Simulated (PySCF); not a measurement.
# GeCl2Me2 (C₂H₆Cl₂Ge): a look at the electrons, part 2 of 2

Aim: take GeCl2Me2 (C₂H₆Cl₂Ge) and localise its valence orbitals and compute its lowest excited states.

PySCF 2.14.0; Gaussian basis, gas phase. The steps go on from the part before.

### 4 Excited states (wB97X/aug-cc-pvdz)

input.py

```python
import numpy as np
from pyscf import gto, scf, dft, tdscf
from pyscf.scf import atom_ks, atom_hf
from scipy.linalg import block_diag

def solve(mol, dm0=None, hcore=None):
    mf = (dft.UKS if mol.spin else dft.RKS)(mol, xc='wb97x')
    mf.grids.level = 3
    mf = mf.density_fit(auxbasis='def2-universal-jkfit')
    mf.conv_tol, mf.max_cycle = 1e-8, 80
    if hcore is not None:
        mf.get_hcore = lambda *args: hcore
    mf.kernel(dm0)
    if not mf.converged:
        mf = mf.newton().run(mf.mo_coeff, mf.mo_occ, max_cycle=30)
    assert mf.converged, 'SCF not converged'
    return mf

mol = gto.M(atom='''
Ge     0.00001     0.27788    -0.00013
Cl     1.70919    -0.99750    -0.00233
Cl    -1.70921    -0.99748     0.00216
C     -0.00401     1.32647    -1.69983
H      0.84515     2.00190    -1.72555
H     -0.91978     1.90325    -1.78055
H      0.06087     0.65053    -2.54707
C      0.00401     1.32579     1.70059
H     -0.84514     2.00121     1.72659
H      0.91979     1.90253     1.78155
H     -0.06087     0.64950     2.54757
''', basis='aug-cc-pvdz', charge=0, spin=0, verbose=4)
mf = solve(mol)
td = mf.TDA()
td.nstates, td.singlet, td.conv_tol = 6, False, 1e-5
td.kernel()
td.analyze()
x, y = np.array([p[0] for p in td.xy]), np.array([p[1] + 0 * p[0] for p in td.xy])
f, mu = np.zeros(len(td.e)), np.zeros((len(td.e), 3))
nto = [td.get_nto(state=i + 1, verbose=4) for i in range(len(td.e))]
# spherically averaged free atoms, for the promolecule
atm = atom_ks.get_atm_nrks(mol, xc='wb97x')
pro = block_diag(*[(atm[a[0]][2] * atm[a[0]][3]) @ atm[a[0]][2].T for a in mol._atom])
np.savez('result.npz', e=td.e, f=f, ok=td.converged, w=[n[0] for n in nto], nto=[n[1] for n in nto], x=x, y=y, c=mf.mo_coeff, occ=mf.mo_occ, eps=mf.mo_energy, pro=pro, mu=mu)
```

On the command line:

```bash
$ OMP_NUM_THREADS=1 python input.py
```

The program printed:

```text
[ENV] PYSCF_TMPDIR <dir>
[ENV] PYSCF_MAX_MEMORY 1650
[INPUT] verbose = 4
[INPUT] num. atoms = 11
[INPUT] num. electrons = 84
[INPUT] charge = 0
[INPUT] spin (= nelec alpha-beta = 2S) = 0
[INPUT] symmetry False subgroup None
[INPUT] Mole.unit = angstrom
[INPUT] Symbol           X                Y                Z      unit          X                Y                Z       unit  Magmom
[INPUT]  1 Ge     0.000010000000   0.277880000000  -0.000130000000 AA    0.000018897261   0.525117095494  -0.000245664396 Bohr   0.0
[INPUT]  2 Cl     1.709190000000  -0.997500000000  -0.002330000000 AA    3.229900994845  -1.885001809254  -0.004403061870 Bohr   0.0
[INPUT]  3 Cl    -1.709210000000  -0.997480000000   0.002160000000 AA   -3.229938789368  -1.884964014731   0.004081808429 Bohr   0.0
[INPUT]  4 C     -0.004010000000   1.326470000000  -1.699830000000 AA   -0.007577801760   2.506665012452  -3.212213158319 Bohr   0.0
[INPUT]  5 H      0.845150000000   2.001900000000  -1.725550000000 AA    1.597102034176   3.783042728767  -3.260816914243 Bohr   0.0
[INPUT]  6 H     -0.919780000000   1.903250000000  -1.780550000000 AA   -1.738132294852   3.596621246578  -3.364751851094 Bohr   0.0
[INPUT]  7 H      0.060870000000   0.650530000000  -2.547070000000 AA    0.115027629202   1.229323535813  -4.813264720096 Bohr   0.0
[INPUT]  8 C      0.004010000000   1.325790000000   1.700590000000 AA    0.007577801760   2.505379998687   3.213649350174 Bohr   0.0
[INPUT]  9 H     -0.845140000000   2.001210000000   1.726590000000 AA   -1.597083136915   3.781738817741   3.262782229413 Bohr   0.0
[INPUT] 10 H      0.919790000000   1.902530000000   1.781550000000 AA    1.738151192114   3.595260643769   3.366641577219 Bohr   0.0
[INPUT] 11 H     -0.060870000000   0.649500000000   2.547570000000 AA   -0.115027629202   1.227377117905   4.814209583158 Bohr   0.0

nuclear repulsion = 580.290864642916
number of shells = 71
number of NR pGTOs = 322
number of NR cGTOs = 190
basis = aug-cc-pvdz
ecp = {}

******** <class 'pyscf.df.df_jk.DFRKS'> ********
method = DFRKS
initial guess = minao
damping factor = 0
level_shift factor = 0
DIIS = <class 'pyscf.scf.diis.CDIIS'>
diis_start_cycle = 1
diis_space = 8
diis_damp = 0
SCF conv_tol = 1e-08
SCF conv_tol_grad = None
SCF max_cycles = 80
direct_scf = False
XC library pyscf.dft.libxc version 7.0.0
    S. Lehtola, C. Steigemann, M. J.T. Oliveira, and M. A.L. Marques.,  SoftwareX 7, 1–5 (2018)
XC functionals = wb97x
    J.-D. Chai and M. Head-Gordon.,  J. Chem. Phys. 128, 084106 (2008)
radial grids:
    Treutler-Ahlrichs [JCP 102, 346 (1995); DOI:10.1063/1.469408] (M4) radial grids

becke partition: Becke, JCP 88, 2547 (1988); DOI:10.1063/1.454033
pruning grids: <function nwchem_prune at 0x7f62ff71bd80>
grids dens level: 3
symmetrized grids: False
atomic radii adjust function: <function treutler_atomic_radii_adjust at 0x7f62ff7642c0>
small_rho_cutoff = 0
Set gradient conv threshold to 0.0001
Initial guess from minao.
tot grids = 145488
******** <class 'pyscf.df.df.DF'> ********
auxbasis = def2-universal-jkfit
******** <class 'pyscf.df.df.DF'> ********
auxbasis = auxmol.basis = def2-universal-jkfit
init E= -3077.00244300687
  HOMO = -0.325140293706038  LUMO = -0.0129944667821582  gap/eV = 8.49392
cycle= 1 E= -3077.28271878731  delta_E= -0.28  |g|= 0.464  |ddm|= 4.22
  HOMO = -0.390161325888973  LUMO = 0.0248146827499665  gap/eV = 11.29207
cycle= 2 E= -3077.3152488967  delta_E= -0.0325  |g|= 0.356  |ddm|= 0.966
  HOMO = -0.393845994482892  LUMO = 0.0331320247387885  gap/eV = 11.61866
cycle= 3 E= -3077.34770276365  delta_E= -0.0325  |g|= 0.0227  |ddm|= 0.418
  HOMO = -0.398008445011788  LUMO = 0.0338520945932621  gap/eV = 11.75152
cycle= 4 E= -3077.34796233453  delta_E= -0.00026  |g|= 0.00895  |ddm|= 0.066
  HOMO = -0.395883186180817  LUMO = 0.0342450426761407  gap/eV = 11.70439
cycle= 5 E= -3077.34799263665  delta_E= -3.03e-05  |g|= 0.0023  |ddm|= 0.0193
  HOMO = -0.396149022971589  LUMO = 0.0341781786705062  gap/eV = 11.70980
cycle= 6 E= -3077.34799527648  delta_E= -2.64e-06  |g|= 0.000766  |ddm|= 0.00613
  HOMO = -0.396194911936308  LUMO = 0.0341939526915338  gap/eV = 11.71148
cycle= 7 E= -3077.34799553862  delta_E= -2.62e-07  |g|= 0.000191  |ddm|= 0.00145
  HOMO = -0.396189168495368  LUMO = 0.0341962951100525  gap/eV = 11.71138
cycle= 8 E= -3077.34799556645  delta_E= -2.78e-08  |g|= 3.99e-05  |ddm|= 0.000678
  HOMO = -0.396186553206486  LUMO = 0.0341970020245164  gap/eV = 11.71133
cycle= 9 E= -3077.34799556767  delta_E= -1.22e-09  |g|= 9.12e-06  |ddm|= 0.000142
  HOMO = -0.396187397620253  LUMO = 0.0341969738811194  gap/eV = 11.71136
Extra cycle  E= -3077.34799556774  delta_E= -6.37e-11  |g|= 3.87e-06  |ddm|= 2.85e-05
converged SCF energy = -3077.34799556774

******** <class 'pyscf.tdscf.rks.TDA'> for <class 'pyscf.df.df_jk.DFRKS'> ********
nstates = 6 triplet
deg_eia_thresh = 1.000e-03
wfnsym = None
conv_tol = 1e-05
eigh lindep = 1e-12
eigh level_shift = 0
eigh max_cycle = 100

Excitation energies (eV)
[6.81109798 7.18120964 7.3467154  7.42567483 7.84060471 8.15303283]

** Triplet excitation energies and oscillator strengths **
Excited State   1:      6.81110 eV    182.03 nm  f=0.0000
      39 -> 50        0.10222
      39 -> 54        0.10256
      42 -> 43       -0.28320
      42 -> 46       -0.28789
      42 -> 47        0.47127
      42 -> 51        0.20763
      42 -> 63       -0.12072
Excited State   2:      7.18121 eV    172.65 nm  f=0.0000
      40 -> 50       -0.10635
      40 -> 54       -0.10123
      41 -> 43       -0.22343
      41 -> 46       -0.32253
      41 -> 47        0.49728
      41 -> 51        0.16142
      41 -> 56       -0.12182
Excited State   3:      7.34672 eV    168.76 nm  f=0.0000
      39 -> 43       -0.20776
      39 -> 46       -0.27235
      39 -> 47        0.41672
      39 -> 51        0.13217
      42 -> 50        0.25581
      42 -> 54        0.28063
Excited State   4:      7.42567 eV    166.97 nm  f=0.0000
      40 -> 43        0.24173
      40 -> 46        0.29466
      40 -> 47       -0.46896
      40 -> 51       -0.17318
      41 -> 50        0.15260
      41 -> 54        0.14160
Excited State   5:      7.84060 eV    158.13 nm  f=0.0000
      38 -> 43       -0.14013
      42 -> 43        0.46815
      42 -> 46       -0.14947
      42 -> 47        0.25332
      42 -> 53       -0.16261
      42 -> 55       -0.29241
Excited State   6:      8.15303 eV    152.07 nm  f=0.0000
      38 -> 54        0.13684
      39 -> 46       -0.17078
      39 -> 47        0.28736
      39 -> 51        0.11105
      42 -> 45       -0.16776
      42 -> 50       -0.32308
      42 -> 54       -0.41621

** Transition electric dipole moments (AU) **
state          X           Y           Z        Dip. S.      Osc.
  1         0.0000      0.0000      0.0000      0.0000      0.0000
  2         0.0000      0.0000      0.0000      0.0000      0.0000
  3         0.0000      0.0000      0.0000      0.0000      0.0000
  4         0.0000      0.0000      0.0000      0.0000      0.0000
...
Spherically averaged atomic KS for {'Cl', 'C', 'H', 'Ge'}

******** <class 'pyscf.scf.atom_ks.AtomSphAverageRKS'> ********
method = AtomSphAverageRKS
initial guess = vsap
damping factor = 0
level_shift factor = 0
diis_start_cycle = 1
diis_space = 12
SCF conv_tol = 1e-09
SCF conv_tol_grad = None
SCF max_cycles = 50
direct_scf = True
direct_scf_tol = 1e-13
XC library pyscf.dft.libxc version 7.0.0
    S. Lehtola, C. Steigemann, M. J.T. Oliveira, and M. A.L. Marques.,  SoftwareX 7, 1–5 (2018)
XC functionals = wb97x
    J.-D. Chai and M. Head-Gordon.,  J. Chem. Phys. 128, 084106 (2008)
radial grids:
    Treutler-Ahlrichs [JCP 102, 346 (1995); DOI:10.1063/1.469408] (M4) radial grids

becke partition: Becke, JCP 88, 2547 (1988); DOI:10.1063/1.454033
pruning grids: <function nwchem_prune at 0x7f62ff71bd80>
grids dens level: 3
symmetrized grids: False
atomic radii adjust function: <function treutler_atomic_radii_adjust at 0x7f62ff7642c0>
User specified grid scheme (100, 434)
small_rho_cutoff = 0
Set gradient conv threshold to 3.16228e-05
tot grids = 22928
init E= -1496.45435251709
cycle= 1 E= -1496.46876275669  delta_E= -0.0144  |g|=    0  |ddm|= 0.254
cycle= 2 E= -1496.46967591052  delta_E= -0.000913  |g|=    0  |ddm|= 0.0834
cycle= 3 E= -1496.46983006548  delta_E= -0.000154  |g|=    0  |ddm|= 0.044
cycle= 4 E= -1496.46985973599  delta_E= -2.97e-05  |g|=    0  |ddm|= 0.0183
cycle= 5 E= -1496.46986550544  delta_E= -5.77e-06  |g|=    0  |ddm|= 0.0085
cycle= 6 E= -1496.46986662975  delta_E= -1.12e-06  |g|=    0  |ddm|= 0.00367
cycle= 7 E= -1496.4698668488  delta_E= -2.19e-07  |g|=    0  |ddm|= 0.00164
cycle= 8 E= -1496.46986689149  delta_E= -4.27e-08  |g|=    0  |ddm|= 0.000719
cycle= 9 E= -1496.46986689981  delta_E= -8.32e-09  |g|=    0  |ddm|= 0.000319
cycle= 10 E= -1496.46986690143  delta_E= -1.62e-09  |g|=    0  |ddm|= 0.00014
cycle= 11 E= -1496.46986690181  delta_E= -3.79e-10  |g|=    0  |ddm|= 3.46e-05
Extra cycle  E= -1496.46986690182  delta_E= -1.32e-11  |g|=    0  |ddm|= 1.23e-05
Atomic HF for atom  Ge  converged. SCF energy = -1496.46986690182

******** <class 'pyscf.scf.atom_ks.AtomSphAverageRKS'> ********
method = AtomSphAverageRKS
initial guess = vsap
damping factor = 0
level_shift factor = 0
diis_start_cycle = 1
diis_space = 12
SCF conv_tol = 1e-09
SCF conv_tol_grad = None
SCF max_cycles = 50
direct_scf = True
direct_scf_tol = 1e-13
XC library pyscf.dft.libxc version 7.0.0
    S. Lehtola, C. Steigemann, M. J.T. Oliveira, and M. A.L. Marques.,  SoftwareX 7, 1–5 (2018)
XC functionals = wb97x
    J.-D. Chai and M. Head-Gordon.,  J. Chem. Phys. 128, 084106 (2008)
radial grids:
    Treutler-Ahlrichs [JCP 102, 346 (1995); DOI:10.1063/1.469408] (M4) radial grids

becke partition: Becke, JCP 88, 2547 (1988); DOI:10.1063/1.454033
pruning grids: <function nwchem_prune at 0x7f62ff71bd80>
grids dens level: 3
symmetrized grids: False
atomic radii adjust function: <function treutler_atomic_radii_adjust at 0x7f62ff7642c0>
User specified grid scheme (100, 434)
small_rho_cutoff = 0
Set gradient conv threshold to 3.16228e-05
tot grids = 23744
init E= 120.284562284319
cycle= 1 E= 120.282532046402  delta_E= -0.00203  |g|=    0  |ddm|= 0.0928
cycle= 2 E= 120.282405732184  delta_E= -0.000126  |g|=    0  |ddm|= 0.039
cycle= 3 E= 120.282388379125  delta_E= -1.74e-05  |g|=    0  |ddm|= 0.0115
cycle= 4 E= 120.282385762852  delta_E= -2.62e-06  |g|=    0  |ddm|= 0.00546
cycle= 5 E= 120.282385354274  delta_E= -4.09e-07  |g|=    0  |ddm|= 0.00193
cycle= 6 E= 120.282385289477  delta_E= -6.48e-08  |g|=    0  |ddm|= 0.00083
cycle= 7 E= 120.282385279142  delta_E= -1.03e-08  |g|=    0  |ddm|= 0.000316
cycle= 8 E= 120.282385277291  delta_E= -1.85e-09  |g|=    0  |ddm|= 7.06e-05
cycle= 9 E= 120.282385277274  delta_E= -1.69e-11  |g|=    0  |ddm|= 4.37e-05
Extra cycle  E= 120.282385277192  delta_E= -8.25e-11  |g|=    0  |ddm|= 2.86e-05
Atomic HF for atom  Cl  converged. SCF energy = 120.282385277192

******** <class 'pyscf.scf.atom_ks.AtomSphAverageRKS'> ********
method = AtomSphAverageRKS
initial guess = vsap
damping factor = 0
level_shift factor = 0
diis_start_cycle = 1
diis_space = 12
SCF conv_tol = 1e-09
SCF conv_tol_grad = None
SCF max_cycles = 50
direct_scf = True
direct_scf_tol = 1e-13
XC library pyscf.dft.libxc version 7.0.0
    S. Lehtola, C. Steigemann, M. J.T. Oliveira, and M. A.L. Marques.,  SoftwareX 7, 1–5 (2018)
XC functionals = wb97x
    J.-D. Chai and M. Head-Gordon.,  J. Chem. Phys. 128, 084106 (2008)
radial grids:
    Treutler-Ahlrichs [JCP 102, 346 (1995); DOI:10.1063/1.469408] (M4) radial grids

becke partition: Becke, JCP 88, 2547 (1988); DOI:10.1063/1.454033
pruning grids: <function nwchem_prune at 0x7f62ff71bd80>
grids dens level: 3
symmetrized grids: False
atomic radii adjust function: <function treutler_atomic_radii_adjust at 0x7f62ff7642c0>
User specified grid scheme (100, 434)
small_rho_cutoff = 0
Set gradient conv threshold to 3.16228e-05
tot grids = 24752
init E= 542.761878604757
cycle= 1 E= 542.710806802154  delta_E= -0.0511  |g|=    0  |ddm|= 0.546
cycle= 2 E= 542.698788799319  delta_E= -0.012  |g|=    0  |ddm|= 0.29
cycle= 3 E= 542.696012482594  delta_E= -0.00278  |g|=    0  |ddm|= 0.133
cycle= 4 E= 542.695377811752  delta_E= -0.000635  |g|=    0  |ddm|= 0.066
cycle= 5 E= 542.695234028496  delta_E= -0.000144  |g|=    0  |ddm|= 0.0308
cycle= 6 E= 542.695201444389  delta_E= -3.26e-05  |g|=    0  |ddm|= 0.0148
cycle= 7 E= 542.695194068519  delta_E= -7.38e-06  |g|=    0  |ddm|= 0.00701
cycle= 8 E= 542.695192398363  delta_E= -1.67e-06  |g|=    0  |ddm|= 0.00335
cycle= 9 E= 542.695192020253  delta_E= -3.78e-07  |g|=    0  |ddm|= 0.00159
cycle= 10 E= 542.695191934645  delta_E= -8.56e-08  |g|=    0  |ddm|= 0.000758
cycle= 11 E= 542.695191915263  delta_E= -1.94e-08  |g|=    0  |ddm|= 0.00036
cycle= 12 E= 542.695191910875  delta_E= -4.39e-09  |g|=    0  |ddm|= 0.000171
cycle= 13 E= 542.695191909622  delta_E= -1.25e-09  |g|=    0  |ddm|= 4.66e-05
cycle= 14 E= 542.695191909594  delta_E= -2.86e-11  |g|=    0  |ddm|= 5.96e-06
Extra cycle  E= 542.695191909591  delta_E= -2.61e-12  |g|=    0  |ddm|= 4.06e-06
Atomic HF for atom  C  converged. SCF energy = 542.695191909591

******** <class 'pyscf.scf.atom_ks.AtomSphAverageRKS'> ********
method = AtomSphAverageRKS
initial guess = vsap
damping factor = 0
level_shift factor = 0
diis_start_cycle = 1
diis_space = 12
SCF conv_tol = 1e-09
SCF conv_tol_grad = None
SCF max_cycles = 50
direct_scf = True
direct_scf_tol = 1e-13
XC library pyscf.dft.libxc version 7.0.0
    S. Lehtola, C. Steigemann, M. J.T. Oliveira, and M. A.L. Marques.,  SoftwareX 7, 1–5 (2018)
XC functionals = wb97x
    J.-D. Chai and M. Head-Gordon.,  J. Chem. Phys. 128, 084106 (2008)
radial grids:
    Treutler-Ahlrichs [JCP 102, 346 (1995); DOI:10.1063/1.469408] (M4) radial grids

becke partition: Becke, JCP 88, 2547 (1988); DOI:10.1063/1.454033
pruning grids: <function nwchem_prune at 0x7f62ff71bd80>
grids dens level: 3
symmetrized grids: False
atomic radii adjust function: <function treutler_atomic_radii_adjust at 0x7f62ff7642c0>
User specified grid scheme (100, 434)
small_rho_cutoff = 0
Set gradient conv threshold to 3.16228e-05
tot grids = 26240
init E= 579.914249617237
cycle= 1 E= 579.899456385917  delta_E= -0.0148  |g|=    0  |ddm|= 0.216
cycle= 2 E= 579.899208065184  delta_E= -0.000248  |g|=    0  |ddm|= 0.0439
cycle= 3 E= 579.899194198595  delta_E= -1.39e-05  |g|=    0  |ddm|= 0.0107
cycle= 4 E= 579.899193427331  delta_E= -7.71e-07  |g|=    0  |ddm|= 0.00253
cycle= 5 E= 579.899193384518  delta_E= -4.28e-08  |g|=    0  |ddm|= 0.000595
cycle= 6 E= 579.899193382143  delta_E= -2.38e-09  |g|=    0  |ddm|= 0.00014
cycle= 7 E= 579.899193382056  delta_E= -8.72e-11  |g|=    0  |ddm|= 1.67e-05
Extra cycle  E= 579.899193382006  delta_E= -4.95e-11  |g|=    0  |ddm|= 2.02e-05
Atomic HF for atom  H  converged. SCF energy = 579.899193382006
```

Run time: 27 min. Hardware: 1 thread of AMD EPYC (Zen 3), shared host; peak memory 1.1 GiB.

The free atoms at the end serve only for the promolecule density; their printed energies are not used.

### 5 Analysis of result.npz

TDA triplet states:

```
state  energy (eV)  leading pair's weight
   T1         6.81                   0.92
   T2         7.18                   0.92
   T3         7.35                   0.66
   T4         7.43                   0.84
   T5         7.84                   0.91
   T6         8.15                   0.69
```

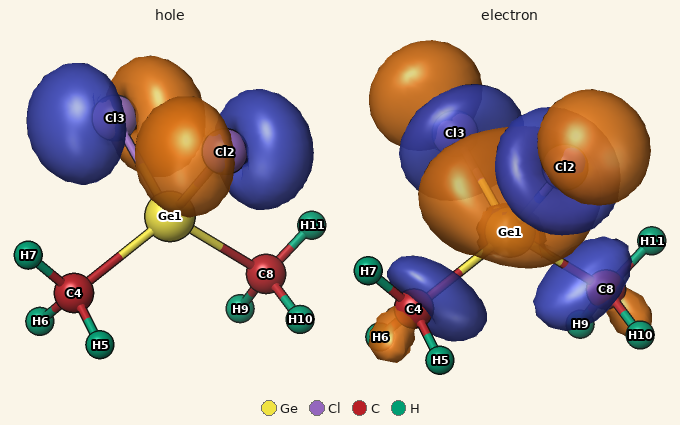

Leading natural transition orbital pair of T₃ (TDA triplet states); the surfaces enclose about 70 % of each orbital's density.

> Where does the state lie, and where do hole and electron sit?

7.35 eV (169 nm), spin-forbidden from the singlet ground state; the leading pair carries 66 %; hole on Cl2 and Cl3 (41 % each) and Ge1 (7 %), electron on Ge1 (36 %), Cl2 and Cl3 (23 % each) and C4 and C8 (6 % each); their centroids lie 0.4 Å apart. The HOMO–LUMO gap is 11.71 eV.

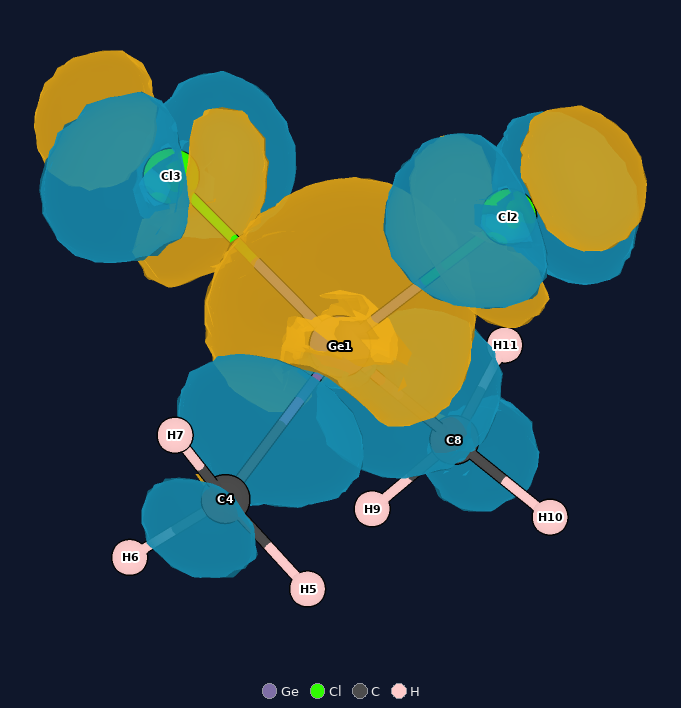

Unrelaxed difference density of T₁ less the ground state (TDA triplet states), ±0.02 e/Å³; yellow: gain, teal: loss.

> How does the charge move on excitation?

0.58 e is displaced in all, of which about 0.2 e passes between atoms: C4 and C8 (0.06 e each) lose electrons and Ge1 (0.19 e) gain them. The state: 6.81 eV (182 nm), spin-forbidden from the singlet ground state; the leading pair carries 92 %; hole on Cl2 and Cl3 (24 % each), C4 and C8 (15 % each) and Ge1 (14 %), electron on Ge1 (33 %), Cl2 and Cl3 (20 % each) and C4 and C8 (9 % each); their centroids lie 0.1 Å apart.

### 6 Summary of results

What follows sums up all 2 parts.

| quantity | value |
| --- | --- |
| localised occupied orbitals above −45 eV (B3LYP/def2-svpd) | 21 |
| lowest triplet excitation (wB97X/aug-cc-pvdz) | 6.81 eV |

**Reading.** All values hold at the given geometry, in the gas phase.
